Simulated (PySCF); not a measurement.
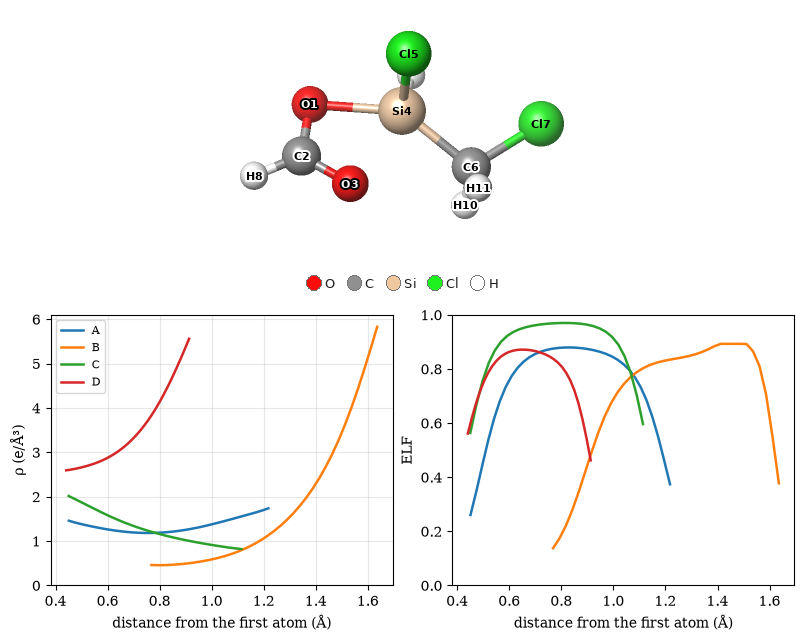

C$_{2}$H$_{4}$Cl$_{2}$O$_{2}$Si. Total electron density and ELF along straight lines between neighbouring atoms. The curves leave out the atomic cores. The structure is drawn too.

Geometry: B3LYP-D3(BJ)/def2-SVP.

Method: PySCF 2.14.0, PBE0/pcSseg-1, SCF density, gas phase, non-relativistic.

| atom | x (Å) | y (Å) | z (Å) |
| --- | --- | --- | --- |
| O | 2.0159 | -0.3711 | 0.4160 |
| C | 1.9677 | 0.7808 | -0.0943 |
| O | 0.8162 | 1.2213 | -0.3503 |
| Si | 0.0368 | -0.4899 | 0.4125 |
| Cl | -0.2886 | 0.0336 | 2.3839 |
| C | -1.5311 | -0.0813 | -0.5709 |
| Cl | -2.8046 | -1.2909 | -0.1602 |
| H | 2.8799 | 1.3654 | -0.3013 |
| H | 0.1639 | -1.9590 | 0.2488 |
| H | -1.3491 | -0.1311 | -1.6554 |
| H | -1.9069 | 0.9224 | -0.3288 |

### Which curve belongs to which contact (C–Cl, C–O, C–Si and Si–O)? The first atom named is at distance zero.

Curve A: C–Cl (1.80 Å): ρ is about 1.3 e/Å³ halfway; the ELF peaks at about 0.90 between the atoms, as expected for localised, covalent bonding. Curve B: Si–O (1.98 Å): ρ at the midpoint is about 0.58 e/Å³, with its minimum of 0.46 e/Å³ about 0.8 Å from Si; the ELF peaks at about 0.90 in the valence shell of O, 0.6 Å from its nucleus, and is about 0.65 at the midpoint. Curve C: C–Si (1.90 Å): ρ at the midpoint is about 0.97 e/Å³; the ELF peaks at about 1 between the atoms, as expected for a covalent bond. Curve D: C–O (1.26 Å): the density is about 3 e/Å³ at the midpoint; the ELF peaks at about 0.85 between the atoms (a polar covalent bond).
